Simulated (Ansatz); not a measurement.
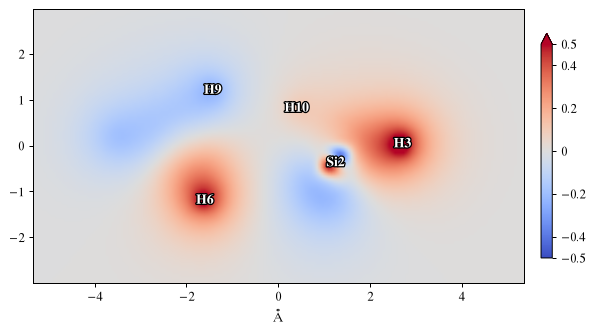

SiH₄···SiH₄. The HOMO−1 on the plane of atoms H3, Si2 and H10 (values in Å⁻³ᐟ²; the overall sign is arbitrary).

Not at a stationary point (largest force 0.7 eV/Å).

Level of theory: RKS B3LYP-D4/def2-SVP in Ansatz.

The calculation's input:

```
crystal:
  periodic: [false, false, false]
  atoms:
    - { symbol: Si, position_ang: [0.0, 0.0, 0.0] }
    - { symbol: Si, position_ang: [0.0, 0.0, 2.57] }
    - { symbol: H, position_ang: [-1.3148, -0.4067, 3.0574] }
    - { symbol: H, position_ang: [1.0096, -0.9353, 3.0574] }
    - { symbol: H, position_ang: [0.3052, 1.342, 3.0574] }
    - { symbol: H, position_ang: [1.3768, 0.0, -0.4862] }
    - { symbol: H, position_ang: [-0.6877, 1.1914, -0.4862] }
    - { symbol: H, position_ang: [-0.6877, -1.1914, -0.4862] }
    - { symbol: H, position_ang: [-1.6702, 0.0, 0.555] }
    - { symbol: H, position_ang: [-1.464, 0.0, 1.5048] }
basis:
  gaussian: { orbitals: def2-SVP }
hamiltonian:
  xc: b3lyp
  dispersion: d4
relax:
  f_tol: 0.15
  max_steps: 25
  restrain:
    - { distance: [0, 8], at: 1.46, k: 30.0 }
    - { distance: [9, 1], at: 1.46, k: 30.0 }
    - { distance: [0, 1], at: 3.42, k: 30.0 }
    - { distance: [9, 8], at: 1.86, k: 30.0 }
output:
  orbitals: {}
```

Run with:

```sh
ansatz run input.yaml --threads 1 --pin off --max-ram 2048MiB --backend cpu --events-out ev --progress --plain --runs-dir out
```

The fields are those of the run's last geometry, not of the input's.

> What is the character of this orbital?

Its weight (Hirshfeld) is mainly on Si2 (about 25 %), Si1 (about 20 %), H3 (about 15 %), H6 (about 15 %), H4 (about 10 %) and H7 (about 5 %). Its energy is −9.27 eV.
